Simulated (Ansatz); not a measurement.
Base system: InP in the zinc blende structure (space group F-43m, No. 216; a = 5.9595 Å).

Modification: the cell is scaled by 1.0050 in all directions, atoms relaxed at fixed cell.

Computed with Ansatz (a program for electronic structure), PBE, PAW, cutoff 420 eV, no SOC.

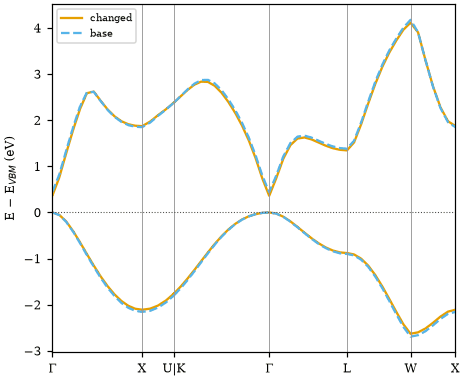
Highest valence and lowest conduction band along the path, each from its own valence-band maximum

The gap is 0.36 eV, direct at Γ; the base has 0.44 eV.

The cells carry an imposed strain or load. No phonon test of stability was made.
